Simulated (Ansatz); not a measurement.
## Electronic structure of H2OSi···H2O in real space

Input

```
crystal:
  periodic: [false, false, false]
  atoms:
    - { symbol: Si, position_ang: [0.0, 0.0, 0.0] }
    - { symbol: H, position_ang: [0.8436, 0.0, 1.4296] }
    - { symbol: O, position_ang: [1.8237, 0.0, 0.457] }
    - { symbol: H, position_ang: [2.14, -0.9521, 0.3404] }
    - { symbol: H, position_ang: [-0.6877, 1.1914, -0.4862] }
    - { symbol: O, position_ang: [-0.7913, -1.3709, -0.5594] }
    - { symbol: H, position_ang: [-1.2459, -1.8365, 0.2129] }
basis:
  gaussian: { orbitals: def2-mTZVP }
hamiltonian:
  xc: lda
relax:
  f_tol: 0.15
  max_steps: 25
  restrain:
    - { distance: [1, 2], at: 1.01, k: 30.0 }
    - { distance: [0, 1], at: 2.66, k: 30.0 }
    - { distance: [0, 2], at: 2.88, k: 30.0 }
output:
  orbitals: {}
```

Command:

```sh
ansatz run input.yaml --threads 1 --pin off --max-ram 2048MiB --backend cpu --events-out ev --progress --plain --runs-dir out
```

The fields are those of the run's last geometry, not of the input's.

Not at a stationary point (largest force 0.9 eV/Å).

Computed with Ansatz 0.2.0, RKS LDA/def2-mTZVP.

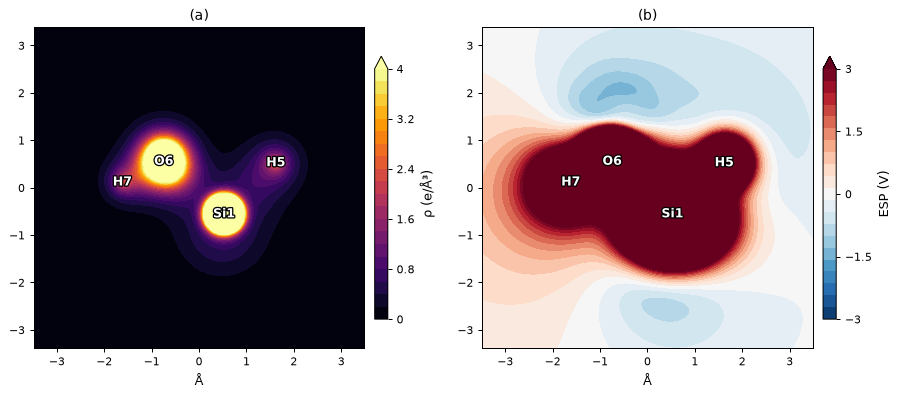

Figure 1. (a) total electron density; (b) molecular electrostatic potential on the plane of atoms H5, Si1 and O6.

Read the bonding off the picture.

The section cuts through Si, H and O sites. Si–O (1.68 Å): the density is about 1.1 e/Å³ at the midpoint. O–H (0.98 Å): the density is about 3.5 e/Å³ at the midpoint. Si–H (1.54 Å): ρ is about 0.77 e/Å³ halfway. Outside the dense part of the complex the potential is most negative (−1.4 V) near O6.

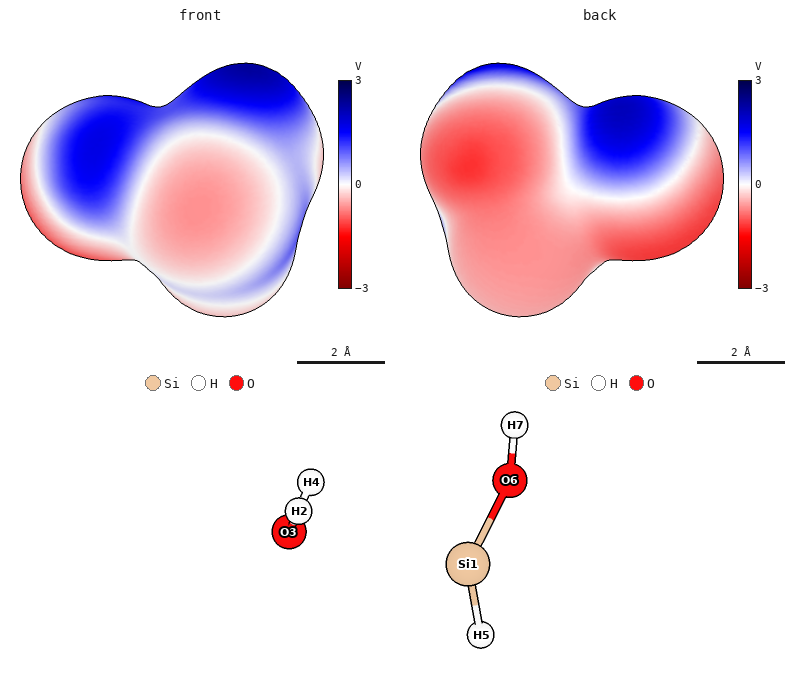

Figure 2. The molecular electrostatic potential painted on the density surface at 0.001 e/bohr³, seen from the front and from behind; red is negative and blue positive. The bare structure is drawn below in the same view.

Describe the electrostatic potential map.

The most negative region (about −1.2 V, or −28 kcal/mol for a unit charge) lies over O3 and O6, the most positive (about +2.2 V, or +51 kcal/mol for a unit charge) over H7.

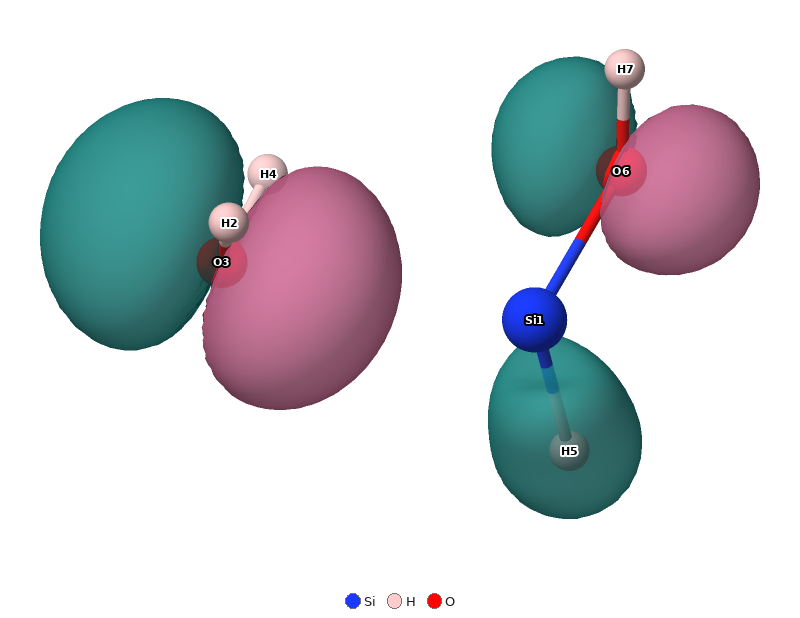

Figure 3. The HOMO−1 at ±0.1 Å⁻³ᐟ² (teal and pink are the two phases), seen across its widest extent.

What is the character of this orbital?

By Hirshfeld shares it lies mainly on O3 (about 65 %) and O6 (about 15 %); largely a lone pair of O3. Its energy is −7.84 eV.
